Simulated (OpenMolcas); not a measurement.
Multiconfigurational calculation for Co²⁺ complex

- system: Co²⁺ with 6 ligands (F; octahedron, 2.151 Å), embedded in KCdF3 by model potentials and point charges, whose field is part of the energies.
- method: state-averaged SS-CASPT2, IPEA shift 0, imaginary shift 0.1 hartree, closed shells 3s 3p of the metal and the valence shells of the ligands correlated, active space 7 electrons in the shell 3d, basis ANO-RCC-VTZP on the metal and ANO-RCC-VDZP on the ligands, DKH2 scalar Hamiltonian, spin-orbit coupling by RASSI with atomic mean-field integrals (OpenMolcas)

Input:
```
&GATEWAY
Basis set
Co.ANO-RCC-VTZP.
Co1 0.0 0.0 0.0 Angstrom
End of basis
Basis set
F.ANO-RCC-VDZP.
L1 2.151000 0.000000 0.000000 Angstrom
L2 0.000000 2.151000 0.000000 Angstrom
L3 0.000000 0.000000 2.151000 Angstrom
End of basis
Basis set
Cd.EMB-AIMP.Lopez-Moraza.11s7p.1s1p.ECP.KCdF3.
PseudoCharge
* 3 symmetry-unique lattice sites within 7.6 angstrom
End of basis
Basis set
K.EMB-AIMP.Lopez-Moraza.0s.0s.ECP.KCdF3.
PseudoCharge
* 16 symmetry-unique lattice sites within 7.6 angstrom
End of basis
Basis set
Cd.EMB-AIMP.Lopez-Moraza.0s.0s.ECP.KCdF3.
PseudoCharge
* 10 symmetry-unique lattice sites within 7.6 angstrom
End of basis
Basis set
F.EMB-AIMP.Lopez-Moraza.0s.0s.ECP.KCdF3.
PseudoCharge
* 27 symmetry-unique lattice sites within 7.6 angstrom
End of basis
Symmetry
XYZ
AngMom=0.0 0.0 0.0
AMFI
RICD
XField
1533 Angstrom 0
* Evjen-weighted lattice charges
&SEWARD
&RASSCF
FileOrb=start.orb
Symmetry=1
Spin=4
nActEl=7 0 0
Inactive=18 21
Ras2=5 0
CIRoot=10 10 1
SDav=10
CIMx=300
Iter=150 100
PrWF=0.3
OrbListing=Nothing
MaxOrb=0
LevShft=1.0
>>> COPY $Project.JobIph JOB001
&RASSCF
FileOrb=start.orb
Symmetry=1
Spin=2
nActEl=7 0 0
Inactive=18 21
Ras2=5 0
CIRoot=40 40 1
SDav=40
CIMx=300
Iter=150 100
PrWF=0.3
OrbListing=Nothing
MaxOrb=0
LevShft=1.0
>>> COPY $Project.JobIph JOB002
&RASSI
NrOfJobIphs=2 10 40
1 2 3 4 5 6 7 8 9 10
1 2 3 4 5 6 7 8 9 10 11 12 13 14 15 16 17 18 19 20 21 22 23 24 25 26 27
28 29 30 31 32 33 34 35 36 37 38 39 40
IphNames
JOB001
JOB002
EJob
SpinOrbit
DIPRint=1.0
SOCoupling=1000.0
Subsets=2
Property=9
'ANGMOM' 1 'ANGMOM' 2 'ANGMOM' 3 'MLTPL  1' 1 'MLTPL  1' 2 'MLTPL  1' 3
'AMFI' 1 'AMFI' 2 'AMFI' 3
SOProperty=3
'ANGMOM' 1 'ANGMOM' 2 'ANGMOM' 3
>>> COPY JOB001 $Project.JobIph
&CASPT2
Multistate=10 1 2 3 4 5 6 7 8 9 10
NoMult
Frozen=5 6
IPEA=0.0
Imaginary=0.1
MaxIter=60
WThr=0.0 0.3 0.05
PrWF=0.5
NoMix
>>> COPY JOB002 $Project.JobIph
&CASPT2
Multistate=40 1 2 3 4 5 6 7 8 9 10 11 12 13 14 15 16 17 18 19 20 21 22
23 24 25 26 27 28 29 30 31 32 33 34 35 36 37 38 39 40
NoMult
Frozen=5 6
IPEA=0.0
Imaginary=0.1
MaxIter=60
WThr=0.0 0.3 0.05
PrWF=0.5
NoMix
```

The file start.orb holds starting orbitals from an earlier step. A driver script formed the levels outside the program, from RASSI's spin-orbit matrix and the CASPT2 energies (for multi-state variants, the effective Hamiltonian), averaged over the components of each term or state. The log and the time are those of the CASPT2 step.

Hardware: 1 thread of Arm Neoverse V2, 24 GiB of memory available, shared host.

Command:
```bash
OMP_NUM_THREADS=1 MOLCAS_MEM=2457 MOLCAS_PROJECT=a pymolcas a.inp > a.log  # once for each step of the input, in one work folder
```

Log (extracts):
```
--- CASPT2 ---
Orbital specifications:
      -----------------------

      Symmetry species                           1   2
                                                ag  au
      Frozen orbitals                            5   6
      Inactive orbitals                         13  15
      Active orbitals                            5   0
      Secondary orbitals                        61  62
      Deleted orbitals                           0   0
      Number of basis functions                 84  83
Type of calculation                        SS-CASPT2
      Fock operator                              state-specific
      IPEA shift                                 0.00
      Real shift                                 0.00
      Imaginary shift                            0.10
      The input orbitals will be transformed to quasi-canonical
Reference energy:       -1991.1709583409
      E2 (Non-variational):      -1.7945942813
      Shift correction:          -0.0009785030
      E2 (Variational):          -1.7955727843
      Total energy:           -1992.9665311253
      Residual norm:              0.0000009815
      Reference weight:           0.72967
      Contributions to the CASPT2 correlation energy
      Active & Virtual Only:         -0.1964527406
      One Inactive Excited:          -0.2668030398
      Two Inactive Excited:          -1.3313385008
Reference energy:       -1991.1709583409
      E2 (Non-variational):      -1.7945964999
      Shift correction:          -0.0009785200
      E2 (Variational):          -1.7955750199
      Total energy:           -1992.9665333608
      Residual norm:              0.0000009822
      Reference weight:           0.72967
      Contributions to the CASPT2 correlation energy
      Active & Virtual Only:         -0.1964538962
      One Inactive Excited:          -0.2668037926
      Two Inactive Excited:          -1.3313388110
::    CASPT2 Root  1     Total energy:  -1992.96653113
::    CASPT2 Root  2     Total energy:  -1992.96653336
::    CASPT2 Root  3     Total energy:  -1992.96658193
::    CASPT2 Root  4     Total energy:  -1992.93696683
::    CASPT2 Root  5     Total energy:  -1992.93696692
::    CASPT2 Root  6     Total energy:  -1992.93696693
::    CASPT2 Root  7     Total energy:  -1992.90729685
::    CASPT2 Root  8     Total energy:  -1992.87915705
::    CASPT2 Root  9     Total energy:  -1992.87915705
::    CASPT2 Root 10     Total energy:  -1992.87915705
--- CASPT2 ---
Orbital specifications:
      -----------------------

      Symmetry species                           1   2
                                                ag  au
      Frozen orbitals                            5   6
      Inactive orbitals                         13  15
      Active orbitals                            5   0
      Secondary orbitals                        61  62
      Deleted orbitals                           0   0
      Number of basis functions                 84  83
Type of calculation                        SS-CASPT2
      Fock operator                              state-specific
      IPEA shift                                 0.00
      Real shift                                 0.00
      Imaginary shift                            0.10
      The input orbitals will be transformed to quasi-canonical
Reference energy:       -1991.0939851878
      E2 (Non-variational):      -1.8041732147
      Shift correction:          -0.0010061593
      E2 (Variational):          -1.8051793740
      Total energy:           -1992.8991645618
      Residual norm:              0.0000006803
      Reference weight:           0.72858
      Contributions to the CASPT2 correlation energy
      Active & Virtual Only:         -0.1981044446
      One Inactive Excited:          -0.2688430509
      Two Inactive Excited:          -1.3372257192
Reference energy:       -1991.0939851877
      E2 (Non-variational):      -1.8041804380
      Shift correction:          -0.0010064812
      E2 (Variational):          -1.8051869193
      Total energy:           -1992.8991721069
      Residual norm:              0.0000006722
      Reference weight:           0.72858
      Contributions to the CASPT2 correlation energy
      Active & Virtual Only:         -0.1981052597
      One Inactive Excited:          -0.2688507249
      Two Inactive Excited:          -1.3372244534
::    CASPT2 Root  1     Total energy:  -1992.89916456
::    CASPT2 Root  2     Total energy:  -1992.89917211
::    CASPT2 Root  3     Total energy:  -1992.88984676
::    CASPT2 Root  4     Total energy:  -1992.88984745
::    CASPT2 Root  5     Total energy:  -1992.88984639
::    CASPT2 Root  6     Total energy:  -1992.88985553
::    CASPT2 Root  7     Total energy:  -1992.88985554
::    CASPT2 Root  8     Total energy:  -1992.88985535
::    CASPT2 Root  9     Total energy:  -1992.87705883
::    CASPT2 Root 10     Total energy:  -1992.87672760
::    CASPT2 Root 11     Total energy:  -1992.87674388
::    CASPT2 Root 12     Total energy:  -1992.87674434
::    CASPT2 Root 13     Total energy:  -1992.86051653
::    CASPT2 Root 14     Total energy:  -1992.86051414
::    CASPT2 Root 15     Total energy:  -1992.86051758
::    CASPT2 Root 16     Total energy:  -1992.85253292
::    CASPT2 Root 17     Total energy:  -1992.85255228
::    CASPT2 Root 18     Total energy:  -1992.85255254
::    CASPT2 Root 19     Total energy:  -1992.84634905
::    CASPT2 Root 20     Total energy:  -1992.84629946
::    CASPT2 Root 21     Total energy:  -1992.83450219
::    CASPT2 Root 22     Total energy:  -1992.83447736
::    CASPT2 Root 23     Total energy:  -1992.82973159
::    CASPT2 Root 24     Total energy:  -1992.82973148
::    CASPT2 Root 25     Total energy:  -1992.82973470
::    CASPT2 Root 26     Total energy:  -1992.83705088
::    CASPT2 Root 27     Total energy:  -1992.83705104
::    CASPT2 Root 28     Total energy:  -1992.83705039
::    CASPT2 Root 29     Total energy:  -1992.79524801
::    CASPT2 Root 30     Total energy:  -1992.79524801
```

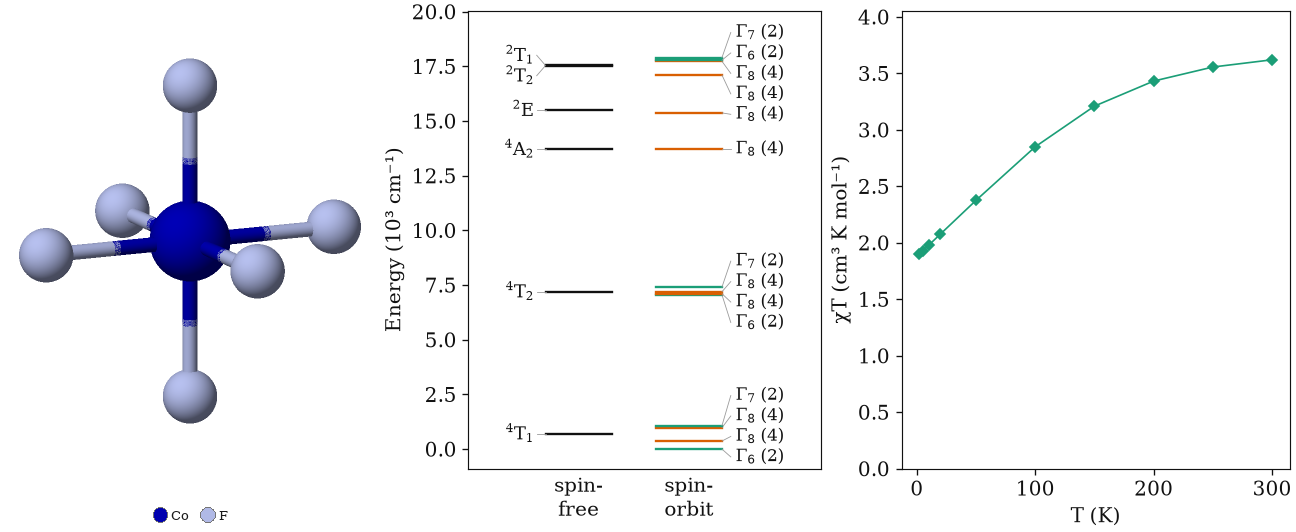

Co²⁺ (3d⁷) as a dopant in KCdF₃, a cluster with its 6 nearest F⁻ at 2.151 Å (octahedron) embedded in model potentials and point charges; the geometry was set, not optimised, and its levels and susceptibility. Labels give the representation in O, Td, D4 or D3 as the site allows (double group for half-integer spin) where it could be assigned and, in brackets, the degeneracy; spin-free states, where drawn, share the zero of the spin-orbit levels. Powder susceptibility by Van Vleck's formula. The ground level is Γ₆, a Kramers doublet, 100 % from states of spin multiplicity 4. Its principal g values are 4.48, 4.48 and 4.48, isotropic. The next level lies at 369 cm⁻¹ (Γ₈). The lowest spin-free state is ⁴T₁, from the free-ion F term; of the same spin there follow at 6,490 cm⁻¹ (⁴T₂) and 13,000 cm⁻¹ (⁴A₂) above it. χT is 1.90 cm³ K mol⁻¹ at 2 K and 3.62 at 300 K, an effective moment of 5.38 μB.

Results in brief:

- outcome: converged
- energy of the lowest spin-free term: −1992.96655 hartree
- energy of the lowest spin-orbit level: −1992.96977 hartree
- CASPT2 correlation energy: −1.7956 hartree
- largest spread among components of a term: 17.3 cm⁻¹
- lowest reference weight: 0.717
- wall time: 4 min
- peak memory: 0.2 GiB

Remarks:

To bear in mind: small active space favours high spin, ground spin may be wrong; with a single d shell and no ligand orbitals active, the ligand field and the g values of a late 3d ion can be well off; the geometry is set by hand, with no relaxation.
